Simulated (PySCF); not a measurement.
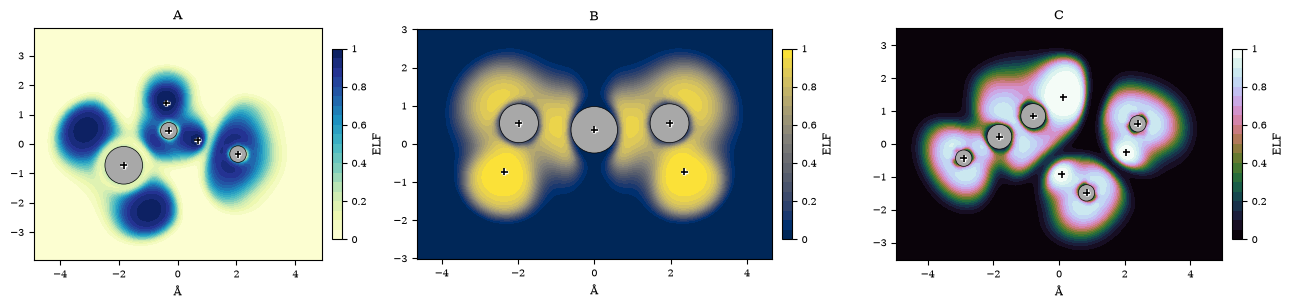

The electron localisation function of 3 systems, each on a plane through atoms (crosses mark nuclei in the plane; grey discs cover the cores).

Method: wB97M-D3(BJ)/def2-TZVPD, SCF density, gas phase in PySCF 2.14.0.

System 1: C2HF···HF···HF (SMILES C#CF.F.F), the molecular plane. Geometry: PBE0-D3(BJ)/def2-SVPD.

```xyz
8

C     0.7074   -0.0641    0.0154
C     0.8391   -0.2751    1.1959
F     0.9881   -0.4934    2.4342
H     0.5977    0.1234   -1.0394
F    -1.4310    0.3093   -2.3293
H    -1.8980    0.1505   -1.5360
F    -2.1342   -0.1664    0.1477
H    -1.2266   -0.1877    0.4035
```

System 2: BeCl2H2 (charge +2), the molecular plane. Geometry: PBE0-D3(BJ)/def2-SVPD.

```yaml
atoms:
  - { symbol: Be, position_ang: [-0.7950, -0.7528, 0.4317] }
  - { symbol: Cl, position_ang: [-2.1735, 0.3127, -0.5095] }
  - { symbol: H, position_ang: [-3.2265, -0.4938, -0.4431] }
  - { symbol: Cl, position_ang: [0.7864, -1.5478, 1.3222] }
  - { symbol: H, position_ang: [0.3463, -2.7674, 1.6097] }
```

System 3: GeH5O···H2O (SMILES [OH][GeH3].[OH3+]) (charge +1), the plane of atoms Ge2, O1 and H8. Geometry: PBE0-D3(BJ)/def2-SVPD.

```xyz
10

O     0.5023   -1.1421    0.7830
Ge   -0.1780    0.1870   -0.4407
H     1.3803   -1.0678    1.1765
H    -1.6570   -0.1634   -0.3645
H     0.5385   -0.1567   -1.7408
H     0.2712    1.4592    0.2648
O    -0.5616   -3.3501    1.1617
H     0.0741   -2.0727    0.9404
H    -0.3745   -4.1645    0.6820
H    -1.1218   -3.5625    1.9164
```

**Match each panel to its system.**

Panel A is system 3, GeH5O···H2O: the plane holds O, Ge and H. O7···H8 (1.44 Å): the ELF dips to about 0.30 between them. Panel B is system 2, BeCl2H2: the plane holds Be, Cl and H. Be–Cl (1.98 Å): the ELF peaks at about 0.90 in the valence shell of Cl, 1.0 Å from its nucleus, and is about 0.90 at the midpoint. Panel C is system 1, C2HF···HF···HF: the plane holds C, F and H. F7···H6 (1.73 Å): the ELF dips to about 0.10 between them: by its geometry a hydrogen bond between the two molecules, with no shared pair.
